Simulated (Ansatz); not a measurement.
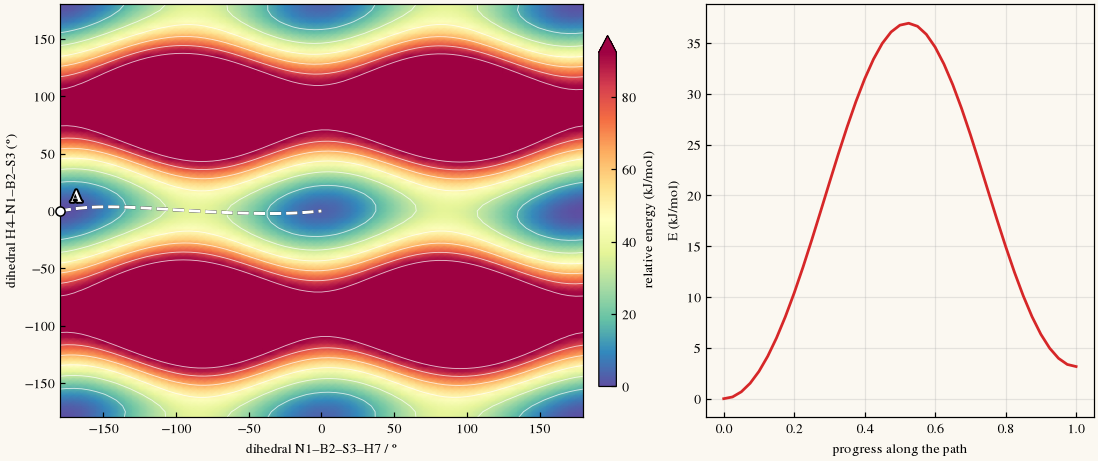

BH₄NS, SMILES NBS. 
- Coordinates scanned: (1) dihedral N1–B2–S3–H7; (2) dihedral H4–N1–B2–S3.
- Nothing is relaxed (all other coordinates rigid).
- The scan uses an 18 × 18 grid; 164 points were computed and 160 follow by symmetry.
- Points are written as (first, second).
- All energies are given in kJ/mol relative to the lowest grid point.
- Computed with RHF/def2-TZVP (Ansatz 0.2.0).

The picture shows a smooth colour map with a few white contour lines, a line along the lowest path, one colour for all values above the top of the scale, the energy along the path at the right, the start A. Between grid points the surface is interpolated.

Describe the path and its barrier.

The easiest path leads from the well at (−180°, 0°) to the well at (0°, 0°), about 3.2 kJ/mol higher. Its highest point lies about 37 kJ/mol above the bottom of the first well on the interpolated surface, at about (−85°, 0°). The start is the relaxed structure and all else is held, so a fully relaxed path at this level can only be lower.
